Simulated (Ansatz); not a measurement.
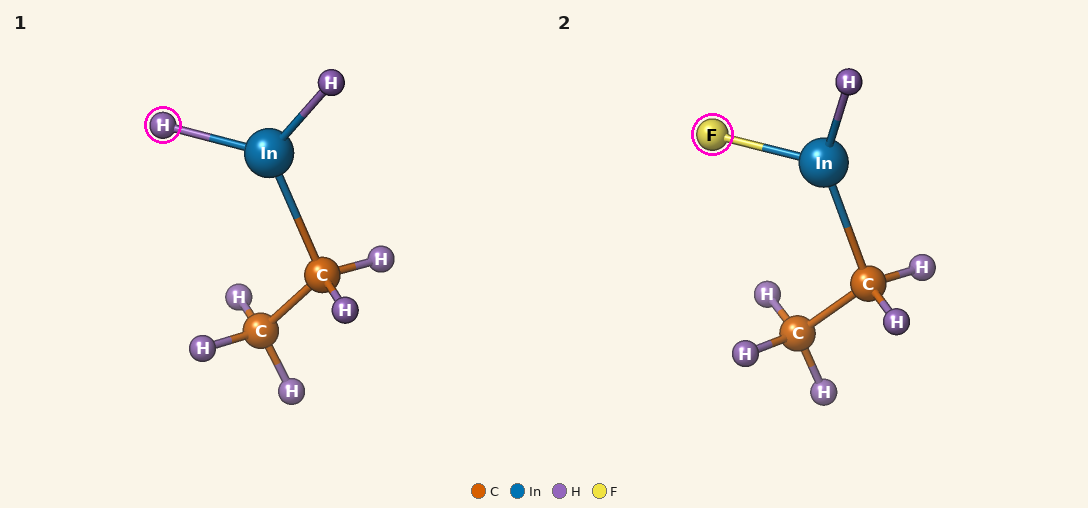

2 molecules with one skeleton, seen from the same side and at one scale; the atom that differs is circled. Each species is neutral and a spin singlet. Computed geometries: PBE0-D4/def2-TZVP optimisations, one conformation each. Properties computed with Ansatz 0.2.0. Elements past Kr carry core potentials.

One atom differs, called X below: H in panel 1, F in panel 2. Their formulas are C2H7In (`C[CH2][InH2]`), C2H6FIn (`C[CH2][InH][F]`).

In which is the dipole moment larger (B3LYP-D4/def2-TZVPP)?

Answer. In panel 2 (X = F).

In which is the HOMO–LUMO gap larger (CAM-B3LYP-D4/def2-TZVPP)?

Answer. In panel 2 (X = F).

Give the values. With PBE0-D4/def2-TZVP: length of X–In (Å), angle C–In–X (°). With CAM-B3LYP-D4/def2-TZVPP: HOMO energy (Kohn–Sham orbital) (eV), HOMO–LUMO gap (eV). With B3LYP-D4/def2-TZVPP: dipole moment (D).

```csv
quantity,1 (H),2 (F),2 − 1
length of X–In (Å),1.734,1.975,+0.241
angle C–In–X (°),119.9,107.4,−12.5
HOMO energy (Kohn–Sham orbital) (eV),−8.39,−9.02,−0.63
HOMO–LUMO gap (eV),7.61,8.38,+0.77
dipole moment (D),0.85,3.51,+2.66
```
